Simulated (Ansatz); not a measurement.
**AlH3 (SMILES [H][Al]([H])[H]) at 6 levels**

We compute a comparison of 6 runs (HF/6-31G*, UHF/6-31G*, CAM-B3LYP/3-21G, RPA@PBE/6-31G*, UCCSD(T)/6-31G*, FCI/6-31G*) of AlH3. 

The results are computed with Ansatz 0.2.0.

61 further runs of the same task are left out: 2 that didn't finish, 59 set aside as unsound or not needed.

**1. Starting point**

AlH3: 4 atoms, total charge 0, spin state singlet. As SMILES, `[H][Al]([H])[H]`. The H2–Al1 distance was set to 3.883 Å, away from the relaxed value. At this shape a bond of the SMILES string is far longer than usual.

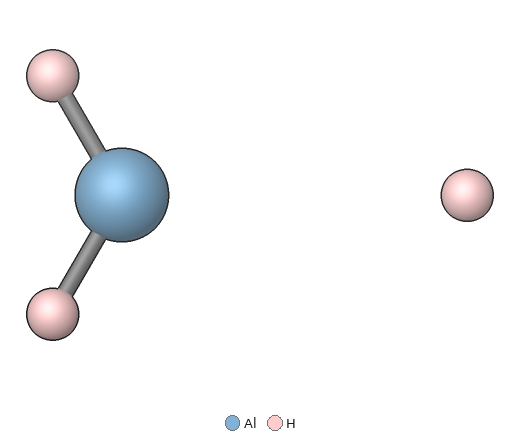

Viewed from a chosen angle; aluminium light blue, hydrogen pink.

**2. A single-point energy at HF/6-31G(d) (spherical functions) (run 1)**

Contents of job.yaml:

```yaml
crystal:
  periodic: [false, false, false]
  atoms:
    - {symbol: Al, position_ang: [-2.329030, 0.045731, -0.021865]}
    - {symbol: H, position_ang: [1.552650, -0.030520, 0.014610]}
    - {symbol: H, position_ang: [-3.078830, 1.405591, -0.041005]}
    - {symbol: H, position_ang: [-3.131850, -1.283549, -0.017405]}
basis:
  gaussian: {orbitals: 6-31G_st_-spherical.json}
hamiltonian: {xc: hf}
accuracy: high
```

The basis set 6-31G* is read from a file made from the Basis Set Exchange's data (not shown).

Launch:

```bash
$ ansatz run job.yaml --threads 1 --pin off --max-ram 2610MiB --events-out events.jsonl --progress --plain --runs-dir runs
```

Output:

```text
Warning: RAYON_NUM_THREADS=1 ignored (pool sized by the plan → 1); use --threads N
Functional definition: HF
  name "HF"
  exchange = exact_x
  correlation = 0
437 factors; integrals over basis functions are off by at most 3.6e-9 eV
mean field evaluation 1: about -6621.2349 eV, gradient 1.3e1 eV
mean field evaluation 2: about -6621.2374 eV, gradient 1.3e1 eV
mean field evaluation 4: about -6623.4898 eV, gradient 1.8e0 eV
mean field evaluation 8: about -6623.5207 eV, gradient 1.5e-5 eV
mean field evaluation 16: about -6621.1019 eV, gradient 1.1e0 eV
mean field -6623.52069133 eV, -243.4098958227 hartree, gradient 2.9e-8 eV, S^2 0.000000; 0 other end points of the search recorded, 0 dependent functions left out
reference -6623.52069133 eV, -243.4098958227 hartree; 8, 8 occupied and 16, 16 virtual orbitals, 437 factors
Total energy: -6623.52069133 eV, -243.4098958227 hartree
```

Wall time 0.14 s (1 thread of Arm Neoverse V2, shared host).

**3. A single-point energy at UHF/6-31G(d) (spherical functions) (run 2)**

Contents of molecule.yaml:

```yaml
crystal:
  periodic: [false, false, false]
  atoms:
    - {symbol: Al, position_ang: [-2.329030, 0.045731, -0.021865]}
    - {symbol: H, position_ang: [1.552650, -0.030520, 0.014610]}
    - {symbol: H, position_ang: [-3.078830, 1.405591, -0.041005]}
    - {symbol: H, position_ang: [-3.131850, -1.283549, -0.017405]}
basis:
  gaussian:
    orbitals: 6-31G_st_-spherical.json
magnetization:
  spin_polarized: true
hamiltonian:
  xc: hf
accuracy: high
```

The basis set 6-31G* is read from a file made from the Basis Set Exchange's data (not shown).

Launch:

```bash
$ ansatz run molecule.yaml --threads 1 --pin off --max-ram 2610MiB --events-out events.jsonl --progress --plain --runs-dir runs
```

Output:

```text
Warning: RAYON_NUM_THREADS=1 ignored (pool sized by the plan → 1); use --threads N
[... 4 set-up lines as earlier in the session ...]
437 factors; integrals over basis functions are off by at most 3.6e-9 eV
mean field evaluation 1: about -6621.2349 eV, gradient 9.4e0 eV
mean field evaluation 2: about -6621.2374 eV, gradient 9.4e0 eV
mean field evaluation 4: about -6623.4898 eV, gradient 1.3e0 eV
mean field evaluation 8: about -6623.5207 eV, gradient 1.1e-3 eV
mean field evaluation 16: about -6626.1466 eV, gradient 8.4e-1 eV
mean field evaluation 32: about -6626.1578 eV, gradient 1.9e-8 eV
mean field -6626.15783683 eV, -243.5068091325 hartree, gradient 9.4e-9 eV, S^2 0.979446; 2 other end points of the search recorded, 0 dependent functions left out
reference -6626.15783683 eV, -243.5068091325 hartree; 8, 8 occupied and 16, 16 virtual orbitals, 437 factors
Total energy: -6626.15783683 eV, -243.5068091325 hartree
```

Wall time 0.2 s (1 thread of Arm Neoverse V2, shared host).

Run 3 isn't shown in full; the table further down has it.

**4. A single-point energy at RPA@PBE/6-31G(d) (spherical functions) (run 4)**

Edit molecule.yaml of step 3 so:

```diff
@@ -8,8 +8,6 @@
 basis:
-  gaussian:
-    orbitals: 6-31G_st_-spherical.json
-magnetization:
-  spin_polarized: true
-hamiltonian:
-  xc: hf
+  gaussian: {orbitals: 6-31G_st_-spherical.json}
+magnetization: {spin_polarized: false, initial_magnetization: 0}
+hamiltonian: {xc: {name: PBE}}
+correlation: {method: rpa, frozen_orbitals: {Al: 5, H: 0}}
 accuracy: high
```

The basis set 6-31G* is read from a file made from the Basis Set Exchange's data (not shown).

Launch:

```bash
$ ansatz run molecule.yaml --threads 1 --pin off --max-ram 2610MiB --events-out events.jsonl --progress --plain --runs-dir runs
```

Output (excerpt; [...] marks lines left out):

```text
Warning: RAYON_NUM_THREADS=1 ignored (pool sized by the plan → 1); use --threads N
Functional definition: PBE
  name "PBE"
[...]
437 factors; integrals over basis functions are off by at most 3.6e-9 eV
[...]
mean field -6636.02659837 eV, -243.8694794298 hartree, gradient 2.3e-8 eV, S^2 0.000000; 0 other end points of the search recorded, 0 dependent functions left out; unrestricted orbitals would lower it
unrestricted determinant -6626.15783683 eV, -243.5068091324 hartree, S^2 0.9794
5 core orbitals not correlated: weight in the atoms' cores, before any rotation towards them, 1.000 or more for the frozen orbitals, at most 0.000 for the correlated occupied ones
reference -6623.03426844 eV, -243.3920201112 hartree; 3, 3 occupied and 16, 16 virtual orbitals, 437 factors
Total energy: -6628.73489001 eV, -243.6015140899 hartree
```

Wall time 1.2 s (1 thread of Arm Neoverse V2, shared host); peak memory 0.096 GiB.

Run 5 isn't shown in full; the table further down has it.

**5. A single-point energy at FCI/6-31G(d) (spherical functions) (run 6)**

Contents of in.yaml:

```yaml
crystal:
  periodic: [false, false, false]
  atoms:
    - symbol: Al
      position_ang: [-2.329030, 0.045731, -0.021865]
    - symbol: H
      position_ang: [1.552650, -0.030520, 0.014610]
    - symbol: H
      position_ang: [-3.078830, 1.405591, -0.041005]
    - symbol: H
      position_ang: [-3.131850, -1.283549, -0.017405]
basis:
  gaussian:
    orbitals: 6-31G_st_-spherical.json
accuracy: high
correlation:
  method: fci
  frozen_orbitals: {Al: 5, H: 0}
```

The basis set 6-31G* is read from a file made from the Basis Set Exchange's data (not shown).

Launch:

```bash
$ ansatz run in.yaml --threads 1 --pin off --max-ram 2610MiB --events-out events.jsonl --progress --plain --runs-dir runs
```

Output (excerpt; [...] marks lines left out):

```text
Warning: RAYON_NUM_THREADS=1 ignored (pool sized by the plan → 1); use --threads N
[... 2 set-up lines as earlier in the session ...]
[...]
437 factors; integrals over basis functions are off by at most 3.6e-9 eV
[...]
mean field -6623.52069133 eV, -243.4098958227 hartree, gradient 2.9e-8 eV, S^2 0.000000; 1 other end points of the search recorded, 0 dependent functions left out; unrestricted orbitals would lower it
unrestricted determinant -6626.15783683 eV, -243.5068091324 hartree, S^2 0.9794
5 core orbitals not correlated: weight in the atoms' cores, before any rotation towards them, 1.000 or more for the frozen orbitals, at most 0.000 for the correlated occupied ones
reference -6623.52069133 eV, -243.4098958227 hartree; 3, 3 occupied and 16, 16 virtual orbitals, 437 factors
state -6627.76476810 eV, -243.5658627674 hartree
Total energy: -6627.76476810 eV, -243.5658627674 hartree
```

It took 2.6 s on 1 thread of Arm Neoverse V2, shared host; peak memory 0.14 GiB.

**6. All runs side by side**

| run | level | frozen core orbitals | energy (Eh) | wall time |
| --- | --- | --- | --- | --- |
| 1 | HF/6-31G* (spherical functions) | – | -243.409896 | 0.14 s |
| 2 | UHF/6-31G* (spherical functions) | – | -243.506809 | 0.2 s |
| 3 | CAM-B3LYP/3-21G | – | -242.649919 | 0.7 s |
| 4 | RPA@PBE/6-31G* (spherical functions) | 5 | -243.601514 | 1.2 s |
| 5 | UCCSD(T)/6-31G* (spherical functions) | 5 | -243.563481 | 0.34 s |
| 6 | FCI/6-31G* (spherical functions) | 5 | -243.565863 | 2.6 s |

**7. Outcome**

| quantity | value |
| --- | --- |
| run 6: total energy | -243.56586 Eh |
| run 6: correlation energy (5 core orbitals frozen) | -156.0 mEh |

**Reading.** Against full CI in this basis: HF +156.0 mEh; UHF +59.1 mEh; UCCSD(T) +2.4 mEh. In run 4 the log says that unrestricted orbitals would lower the reference, so the values rest on an unstable closed-shell determinant (other closed-shell runs at this shape may share the fault). Spin contamination of the reference: run 2 ⟨S²⟩ = 0.98, run 5 ⟨S²⟩ = 0.98. Where it is this large, the reference is a mixture of spin states, and values that rest on it are in doubt. All runs together took 5.2 s, the longest 2.6 s.
